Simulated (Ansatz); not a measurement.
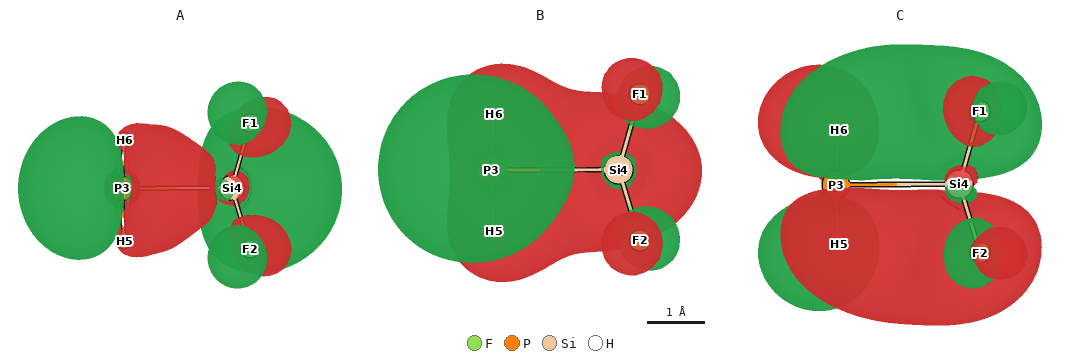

Figure 1: F2H2PSi (SMILES F[Si](F)P) (doublet). Three frontier orbitals at ±0.06 Å⁻³ᐟ² (green and red are the two phases), in no order.

Geometry: PBE0-D3(BJ)/def2-SVP.

Computed with Ansatz 0.2.0, isolated molecule in a Gaussian basis; Kohn-Sham density functional theory, functional PBE0.

The calculation's input:

```
crystal:
  periodic: [false, false, false]
  atoms:
    - symbol: F
      position_ang: [-0.126617, 0.171644, -3.166534]
    - symbol: F
      position_ang: [1.601469, -1.752300, -3.065411]
    - symbol: P
      position_ang: [0.015873, -1.292985, -0.365475]
    - symbol: Si
      position_ang: [0.086332, -1.350278, -2.642965]
    - symbol: H
      position_ang: [-0.020346, -2.717919, -0.266936]
    - symbol: H
      position_ang: [-1.407030, -1.164273, -0.349518]
basis:
  gaussian: {orbitals: def2-TZVPD}
magnetization: {spin_polarized: true, initial_magnetization: 1}
hamiltonian: {xc: pbe0}
output: {forces: true, orbitals: {seedname: orbitals}}
```

Run with:

```sh
ansatz run input.yaml --threads 1 --pin off --max-ram 2610MiB --events-out events.jsonl --progress --plain --runs-dir runs
```

**Order the three orbitals by energy and name them. All are α orbitals.**

B is the HOMO−1 (α) (−9.21 eV). Its weight (Hirshfeld) is mainly on P3 (about 65 %), Si4 (about 20 %), H6 (about 5 %) and H5 (about 5 %). A is the HOMO (α) (−6.60 eV). By Hirshfeld shares it lies mainly on Si4 (about 55 %) and P3 (about 30 %). C is the LUMO (α) (−0.36 eV). By Hirshfeld shares it lies mainly on Si4 (about 40 %), P3 (about 30 %), H6 (about 10 %) and H5 (about 10 %).

**What is the gap between the highest occupied and lowest empty α orbitals?**

6.24 eV between the orbital energies.
